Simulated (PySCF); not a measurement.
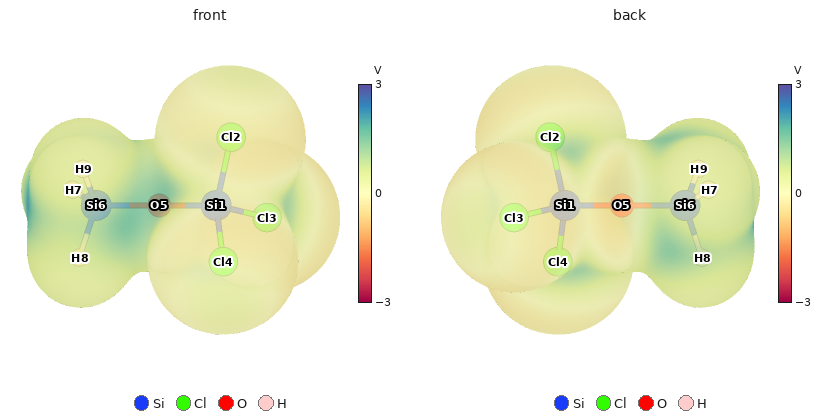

Figure. Cl₃H₃OSi₂. The molecular electrostatic potential painted on the density surface at 0.002 e/bohr³, seen from the front and from behind; the colour scale runs from red (negative) to blue (positive).

Geometry: PBE0-D3(BJ)/def2-SVP.

The calculation used PySCF, PBE0/pcSseg-1, SCF density, gas phase, non-relativistic.

Input file:

```
{"job": {"kind": "nmr", "xc": "PBE0", "basis": "pcSseg-1"}, "charge": 0, "multiplicity": 1}
Si    -0.884476    -1.044453     0.647528
Cl    -0.678747    -0.659703     2.641167
Cl    -0.810730    -3.053745     0.338218
Cl    -2.692531    -0.330674     0.022380
O      0.312126    -0.336951    -0.179682
Si     1.058346     1.046592    -0.750479
H      2.443850     0.675623    -1.142238
H      0.305488     1.557687    -1.929692
H      1.079414     2.076164     0.327139
```

Run with:

```sh
OMP_NUM_THREADS=1 python probes_run.py task.json out
```

Which sites attract a positive test charge, and which a negative one?

A positive charge is drawn to the negative regions and a negative charge to the positive ones. The most negative region (about −0.4 V) lies over O5, the most positive (about +1.9 V) over Si6. Cl2 shows a σ-hole: about +0.3 V at the tip opposite its bond, against about −0.1 V on its flanks. Cl3 shows a σ-hole: about +0.3 V at the tip opposite its bond, against about −0.2 V on its flanks. Cl4 shows a σ-hole: about +0.3 V at the tip opposite its bond, against about −0.1 V on its flanks.

How polar is the molecule by this calculation?

Its dipole moment is 2.00 D.
